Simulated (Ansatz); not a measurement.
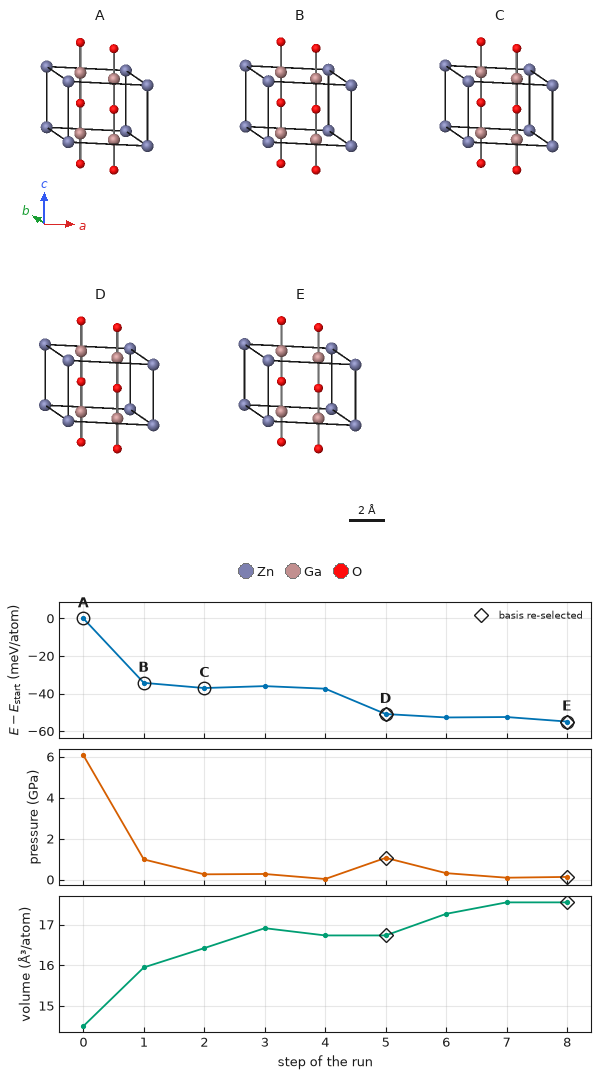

Frames of a relaxation of a crystal of ZnGa₂O₂ (a generated structure, set up in P6/mmm) (coarse preliminary run), marked on the history of the run. Style: ball-and-stick. Shown: the cell of the calculation, slightly off an axis.

Method: Ansatz, DFT PBE, scalar-relativistic, plane waves, PAW.

Input file:
```yaml
crystal:
  lattice:
    - [4.80211719, 0.0, 0.0]
    - [-2.40105859, 4.15875548, 0.0]
    - [0.0, 0.0, 3.63025627]
  atoms:
    - { symbol: Zn, position: [0.0, 0.0, 0.0] }
    - { symbol: Ga, position: [0.33333333, 0.66666667, 0.0] }
    - { symbol: Ga, position: [0.66666667, 0.33333333, 0.0] }
    - { symbol: O, position: [0.33333333, 0.66666667, 0.5] }
    - { symbol: O, position: [0.66666667, 0.33333333, 0.5] }
basis:
  ecutwfc: 420
kpoints:
  mp_grid: { grid: [6, 6, 6] }
hamiltonian:
  xc: pbe
scf:
  occupations: { method: gaussian, width: 0.1 }
  lower_state_search: "off"
output:
  forces: true
  stress: true
  eigenvalues: true
relax:
  adjacent_minimum: "off"
  f_tol: 0.04
  max_steps: 70
  cell: { stress_tol: 0.4 }
```

Run as
```bash
ansatz run input.yaml --threads 1 --pin off --max-ram 2560MiB --backend cpu --events-out ev --progress --plain --runs-dir out
```

Q: What happens along the run?

A: No atom moves by more than 0.005 Å relative to the cell. Cell: a = b 4.802 → 5.285 Å (+10.1 %), c 3.630 → 3.627 Å (−0.1 %). Volume +21.0 %. The space group stays P6/mmm (No. 191). Over 6 accepted moves (8 points after the start) the energy falls by 54.9 meV per atom. All forces vanish by symmetry, so only the cell relaxes. Pressure: 6.08 GPa at the start and 0.13 GPa at the end. At 2 points the geometry stayed and the basis and grid were re-selected for the new cell (energy shift of 13.5 meV per atom at most each time). Cost: 45 s on 1 thread of Intel(R) Xeon(R) Processor @ 2.70GHz, with other jobs on the host, peak memory 0.42 GiB. From step 0 to 1: volume +10.0 %, energy −34.3 meV per atom. From step 1 to 2: volume +3.0 %, energy −2.8 meV per atom. From step 2 to 5: volume +1.9 %, energy −13.8 meV per atom. From step 5 to 8: volume +4.9 %, energy −4.0 meV per atom.
